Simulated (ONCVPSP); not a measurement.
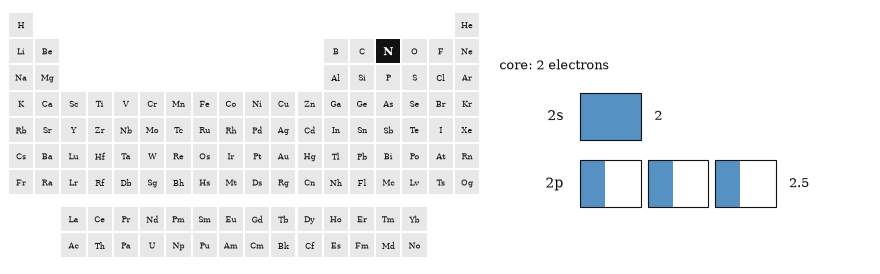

**Figure 1.** Left, the place of nitrogen in the periodic table; right, the valence shells of the reference configuration: a box for each of the 2l + 1 orbitals, shaded by the share of the shell that is filled, with the electron count at the right. The shells are those of the unaltered input.

# N: pseudopotential generation

System: nitrogen (N, Z = 7), core [He], reference valence 2s2 2p2.5 (an ion of charge +0.5), valence charge 5. (This line and the method describe the unaltered input from which the odd one was made.)
Method: ONCV potential, BLYP, scalar-relativistic, made with ONCVPSP 4.0.1.

## Input
```
# ATOM AND REFERENCE CONFIGURATION
# atsym  z   nc   nv     iexc    psfile
  N 7.00    1    2  -106131      upf
#
#   n    l    f
    1    0    2.00
    2    0    2.00
    2    1    2.50
#
# PSEUDOPOTENTIAL AND OPTIMIZATION
# lmax
    1
#
#   l,   rc,      ep,       ncon, nbas, qcut
    0    0.95    0.00    4    7    5.70
    1    1.65    0.00    3    7    6.50
#
# LOCAL POTENTIAL
# lloc, lpopt,  rc(5),   dvloc0
    4    5    0.80    6.00
#
# VANDERBILT-KLEINMAN-BYLANDER PROJECTORs
# l, nproj, debl
    0    2    1.10
    1    2    2.60
#
# MODEL CORE CHARGE
# icmod, fcfact, rcfact
    2    0.65    1.20
#
# LOG DERIVATIVE ANALYSIS
# epsh1, epsh2, depsh
    5.00   -2.00    0.02
#
# OUTPUT GRID
# rlmax, drl
    6.00    0.01
#
# TEST CONFIGURATIONS
# ncnf
    4
# nvcnf
#   n    l    f
    2
    2    0    2.00
    2    1    3.00
#
    2
    2    0    2.00
    2    1    2.00
#
    2
    2    0    2.00
    2    1    1.00
#
    2
    2    0    1.00
    2    1    4.00
#
```

Launched with:
```bash
oncvpsp.x < N.dat > N.out
```

## The program's output (extracts)
```
ONCVPSP  (Optimized Norm-Conservinng Vanderbilt PSeudopotential)
scalar-relativistic version 4.0.1

ONCVPSP  (Optimized Norm-Conservinng Vanderbilt PSeudopotential)
scalar-relativistic version 4.0.1 03/01/2019

While it is not required under the terms of the GNU GPL, it is
suggested that you cite D. R. Hamann, Phys. Rev. B 88, 085117 (2013)
in any publication utilizing these pseudopotentials.

test_data: must have epsh2 > epsh1
ERROR: test_data found   1 ERROR; stopping
```

## What the run reported

- outcome: refused by the program
- hardware: 1 CPU thread, shared host

## What went wrong

This input holds a deliberate fault: epsh1 and epsh2 swapped. The generator stopped with the message “test_data: must have epsh2 > epsh1”.
